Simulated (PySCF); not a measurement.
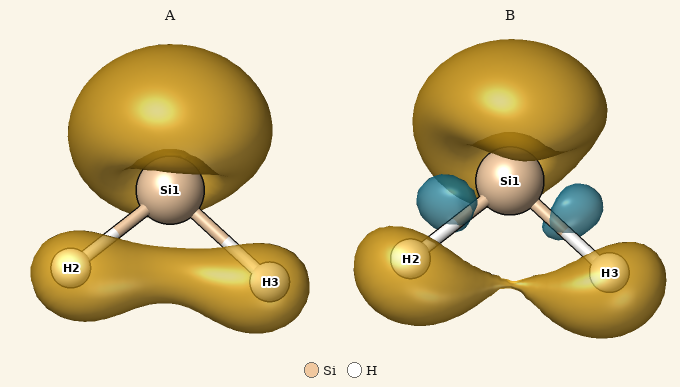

Figure. H₂Si, SMILES `[SiH2]`. The Fukui function f⁻ from two separate SCF calculations and the density of the HOMO, at ±0.04 e/Å³ (yellow positive, teal negative).

PySCF calculation, B3LYP/def2-TZVP, gas phase; geometry: GFN2-xTB. No frequency check shows the geometry to be a minimum.

Coordinates in Å:

```
Si1     -0.0000   -0.1230    0.0000
H2       1.1126    0.8608    0.0000
H3      -1.1125    0.8609    0.0000
```

Q: Which panel is which, and how good is the frozen-orbital picture?

A: B is f⁻ (it has negative regions), A the HOMO density. The HOMO lies on Si1 (80 %) and H2 and H3 (10 % each); f⁻ (Hirshfeld-condensed) is largest on Si1 (0.70); the vertical ionisation energy is 9.27 eV. Relaxation shifts 9 % of the electron between atoms. The orbital energy is −6.48 eV.
